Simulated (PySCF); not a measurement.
The calculation's input:

```
{"job": {"kind": "nmr", "xc": "PBE0", "basis": "pcSseg-1"}, "charge": 0, "multiplicity": 1}
C     -4.637938    -0.129342     0.015716
N     -3.314152     0.390739     0.110659
C     -2.321904    -0.388243     0.026366
C     -0.974741     0.098872     0.114065
C     -0.475489     1.366609     0.317875
C      0.921725     1.239808     0.302343
C      1.203260    -0.089856     0.091385
Si     2.792922    -1.072847    -0.082700
C      4.256013     0.093580     0.222107
O      0.046512    -0.776260    -0.021071
H     -5.184134     0.164015     0.913813
H     -5.130636     0.341962    -0.836831
H     -4.678140    -1.222122    -0.098650
H     -2.415624    -1.475345    -0.120642
H     -1.061273     2.250673     0.459361
H      1.642651     2.022277     0.428250
H      2.781107    -2.163963     0.900048
H      2.851966    -1.630110    -1.440677
H      4.265835     0.915067    -0.488442
H      5.196555    -0.438926     0.120769
H      4.226564     0.520356     1.220484
```

Run with:

```sh
OMP_NUM_THREADS=1 python probes_run.py task.json out
```

Geometry: GFN2-xTB.

Level of theory: PySCF, PBE0/pcSseg-1, SCF density, gas phase, non-relativistic.

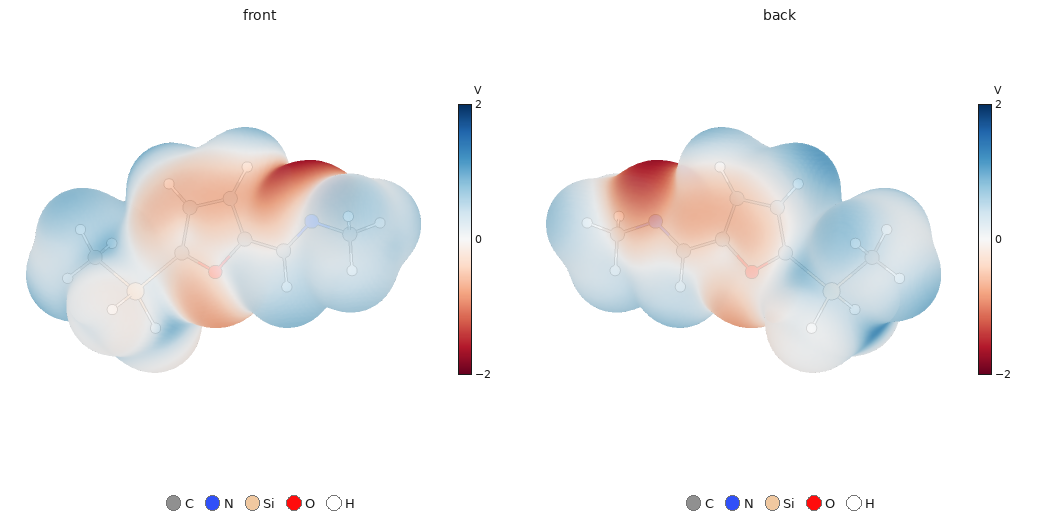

C7H11NOSi (SMILES C/N=C/c1ccc([SiH2]C)o1). The molecular electrostatic potential painted on the density surface at 0.002 e/bohr³, seen from the front and from behind; the colour scale runs from red (negative) to blue (positive).

**Where is the surface potential most negative and most positive?**

The most negative region (about −1.6 V, or −37 kcal/mol for a unit charge) lies over N2, the most positive (about +1.1 V, or +25 kcal/mol for a unit charge) over Si8 and H16. N2 is the likeliest acceptor of a hydrogen bond.

**What dipole moment does the calculation give?**

Its dipole moment is 0.67 D.
